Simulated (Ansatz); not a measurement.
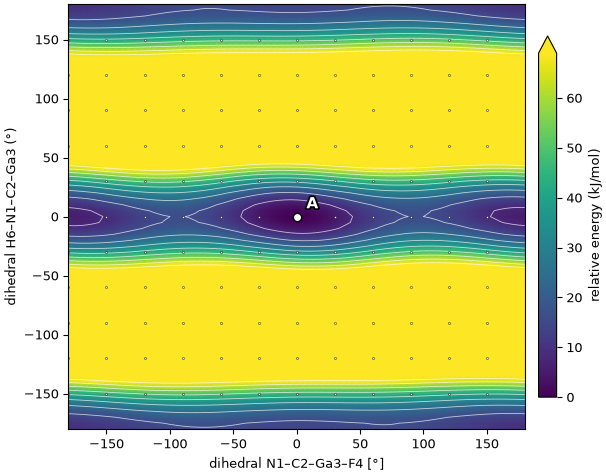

CH2F2GaN, SMILES N=[CH][Ga]([F])[F]. The first coordinate is: dihedral N1–C2–Ga3–F4; the second: dihedral H6–N1–C2–Ga3. Nothing is relaxed (all other coordinates rigid). The grid has 12 × 12 points; 74 points were computed and 70 follow by symmetry. Points are written as (first, second). All energies are given in kJ/mol relative to the lowest grid point. The dihedral twists a double bond; near 90° a spin-restricted reference is unreliable. All numbers below come from RKS B3LYP-D4/def2-TZVP in Ansatz.

The picture shows a smooth colour map with a few white contour lines, dots at the grid points, one colour for all values above the top of the scale, the well A. Between grid points the surface is interpolated.

### Estimate the position of the minimum and the force constants in these coordinates. Take the well at A.

The interpolated minimum is at dihedral N1–C2–Ga3–F4 ≈ 0°, dihedral H6–N1–C2–Ga3 ≈ 0°. The curvatures there are about 0.38 eV/rad² and 2.7 eV/rad², with a cross term of about 0.12 eV/rad². Round the minimum the two coordinates are weakly coupled (coupling 0.12 in units of the two stiffnesses). (1 eV is 96.5 kJ/mol.)
